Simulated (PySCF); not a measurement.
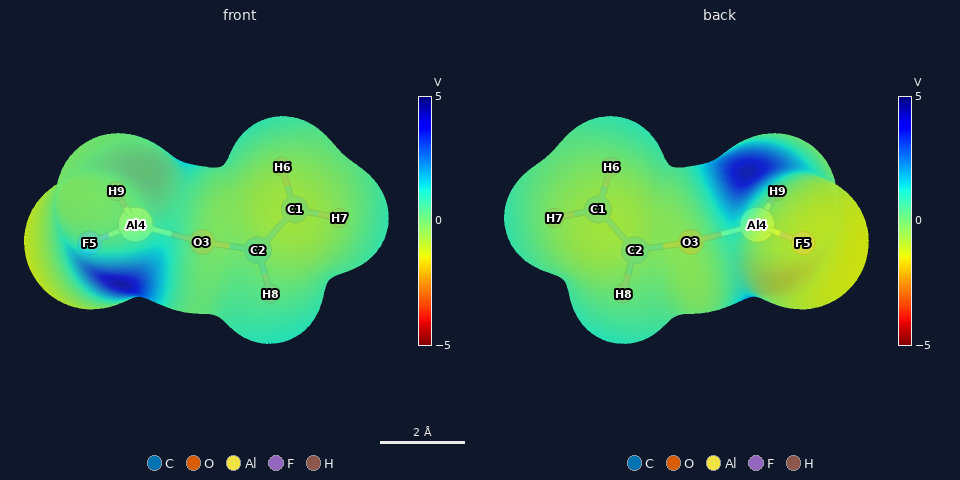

Figure. C2H4AlFO. The molecular electrostatic potential painted on the density surface at 0.002 e/bohr³, seen from the front and from behind; the colour scale runs from red (negative) to blue (positive).

Geometry: GFN2-xTB.

The calculation used PySCF, PBE0/pcSseg-1, SCF density, gas phase, non-relativistic.

```xyz
9

C    -1.6948   -0.1545    0.6444
C    -0.7633   -0.7187   -0.1011
O     0.4754   -0.2075   -0.2694
Al    1.8909    0.6129   -0.4714
F     3.3339    0.0241    0.0609
H    -1.5071    0.7678    1.1671
H    -2.6644   -0.6029    0.7507
H    -0.9307   -1.6472   -0.6359
H     1.8736    1.9320   -1.1705
```

Q: Describe the electrostatic potential map.

A: The most negative region (about −1.4 V) lies over F5, the most positive (about +4.2 V) over Al4.

Q: How polar is the molecule by this calculation?

A: Its dipole moment is 1.40 D.
